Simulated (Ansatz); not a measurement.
## Electronic structure of CH$_{3}$F in real space

The calculation's input:

```
crystal:
  periodic: [false, false, false]
  atoms:
    - {symbol: C, position_ang: [0.100277, 0.047663, 1.978499]}
    - {symbol: F, position_ang: [0.379105, -0.881447, 0.993590]}
    - {symbol: H, position_ang: [1.015770, 0.250641, 2.537711]}
    - {symbol: H, position_ang: [-0.660570, -0.365099, 2.643929]}
    - {symbol: H, position_ang: [-0.264587, 0.959846, 1.505236]}
basis:
  gaussian: {orbitals: "def2-TZVPPD.json"}
hamiltonian: {xc: pbe0, dispersion: d4}
output: {orbitals: {seedname: orbitals}}
```

Command:

```sh
ansatz run in.yaml --threads 4 --pin off --events-out ev --progress --plain --max-ram 9574MiB
```

Geometry: PBE0-D4/def2-TZVP.

The calculation used RKS PBE0-D4/def2-TZVPPD in Ansatz.

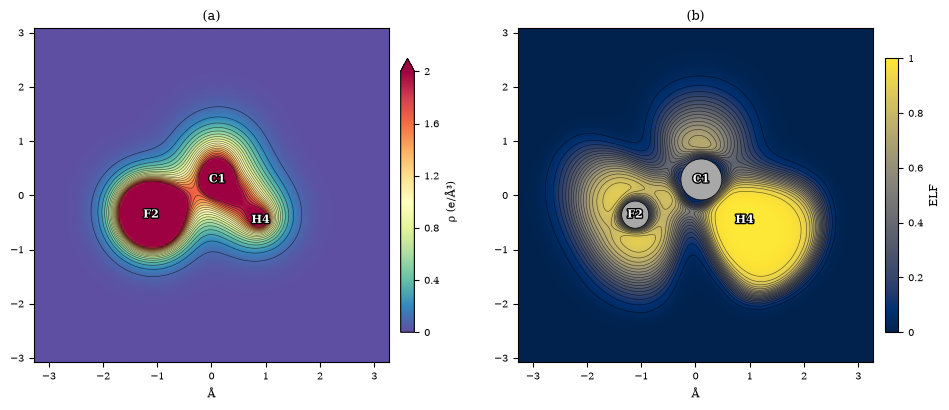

Figure 1. (a) total electron density; (b) electron localisation function on the plane of atoms F2, C1 and H4. Grey discs cover the atomic cores in the ELF map.

### Interpret the plot.

- The section cuts through C, F and H sites.
- C–F (1.38 Å): the density is about 2 e/Å³ at the midpoint, with its minimum of 1.6 e/Å³ about 0.5 Å from C; the ELF peaks at about 0.85 between the atoms, as expected for a polar covalent bond.
- C–H (1.09 Å): ρ is about 2.1 e/Å³ halfway; the ELF climbs to about 1 towards the hydrogen, as it does in any bond to H; an ordinary covalent bond to hydrogen.
- The ELF also peaks beside F2, away from the bonds: lone-pair regions.

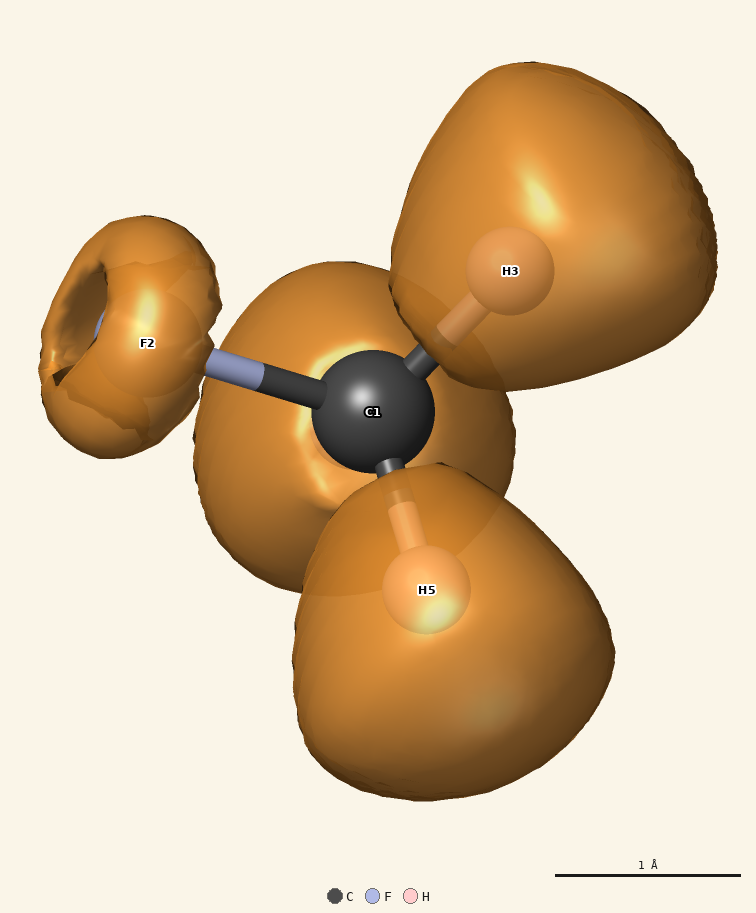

Figure 2. Isosurface of the electron localisation function at 0.85 (orange), seen at a tilt. Only the valence region is drawn (cores and ρ < 0.01 e/Å³ removed).

### Describe the localisation domains.

The ELF exceeds this value in three regions around hydrogen nuclei and one region wrapped around F (its lone pairs, merged into a ring or cap).

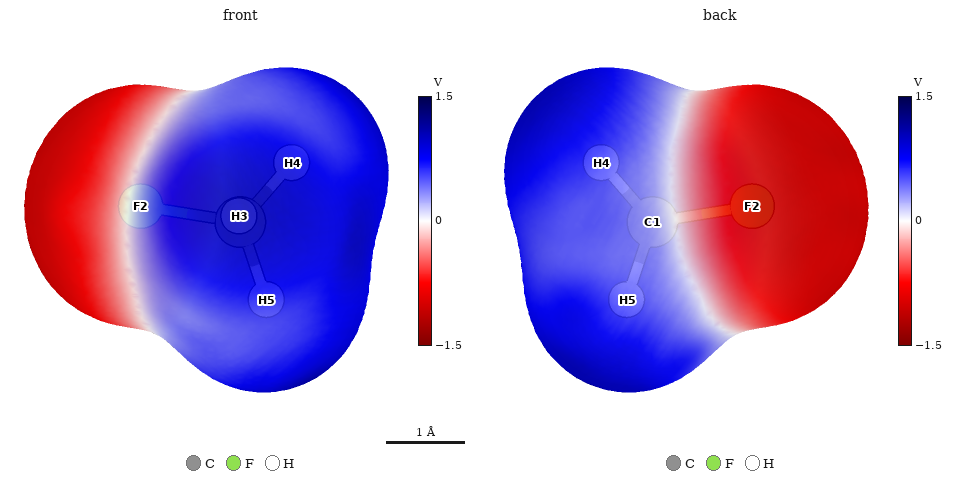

Figure 3. The molecular electrostatic potential painted on the density surface at 0.002 e/bohr³, seen from the front and from behind; the colour scale runs from red (negative) to blue (positive).

### Describe the electrostatic potential map.

The most negative region (about −1.1 V) lies over F2, the most positive (about +1.0 V) over H3, H4 and H5.

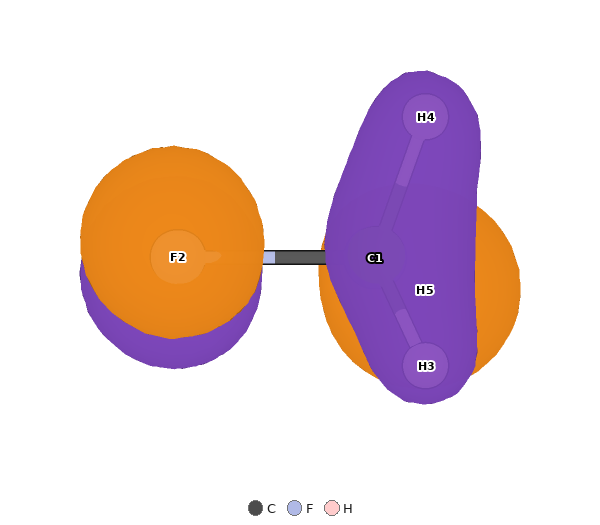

Figure 4. The HOMO−1 at ±0.2 Å⁻³ᐟ² (orange and purple are the two phases), seen from one side.

### Where does this orbital lie, and at what energy?

By Hirshfeld shares it lies mainly on F2 (about 50 %), C1 (about 25 %) and H5 (about 15 %). It is one of a degenerate set, so its orientation is arbitrary. Its energy is −9.89 eV.
